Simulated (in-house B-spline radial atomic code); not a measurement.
Run report: Zr⁸⁺, many-body perturbation calculation

Zr⁸⁺, core [Ar] 3d10 4s2. Computed at this level: configuration interaction of two valence electrons with many-body perturbation theory for the core (screened one- and two-electron correlation potentials), Breit and QED, no-pair Dirac, B-spline basis (in-house B-spline radial atomic code).

The input:
```
basis_form = 3
Z = 40
core_configuration = [Ar] 3d10 4s2
rms_radius = 4.2694
mass_number = 90
speed_of_light = 137.035999084
box_radius = 9.0
lmax = 6
intervals = 62
virtual_cutoff = 3200.0
```

Hardware: 1 CPU thread, shared host.

The run was one of a batch that the task file lists, launched with:
```bash
python <driver script> task.json out
```

The program writes its results to a structured record and prints no log; tables and figures of this report are taken from that record.

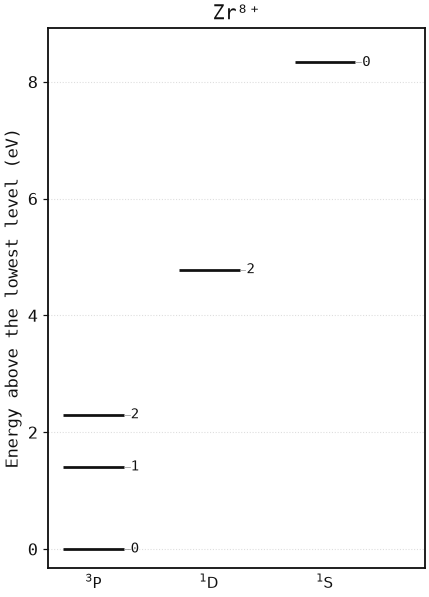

Figure 1. Levels of Zr⁸⁺, two electrons outside the core [Ar] 3d¹⁰ 4s². CI+MBPT: configuration interaction in the frozen-core Dirac–Hartree–Fock potential with screened core-valence correlation, Breit and QED terms; computed with a B-spline radial code. The lowest level is 4p² ³P₀. The first excited level, 4p² ³P₁, lies at 1.41 eV. The ground term spreads over 2.30 eV in the order J = 0, 1, 2, a normal multiplet. All levels drawn have even parity, so no electric dipole line joins them. The ionisation energy is 153.4 eV, against 152.2 eV from CI without core-valence correlation and a tabulated theoretical value of 153.0 eV.

```
  Level  E (eV)
4p² ³P₀       0
4p² ³P₁   1.406
4p² ³P₂   2.299
4p² ¹D₂   4.783
4p² ¹S₀   8.329
```

Results in brief:

```
 quantity      value
  outcome  converged
wall time      2 min
```

Notes:

Caveats: the outer s2 shell is a soft core here, levels are rough.
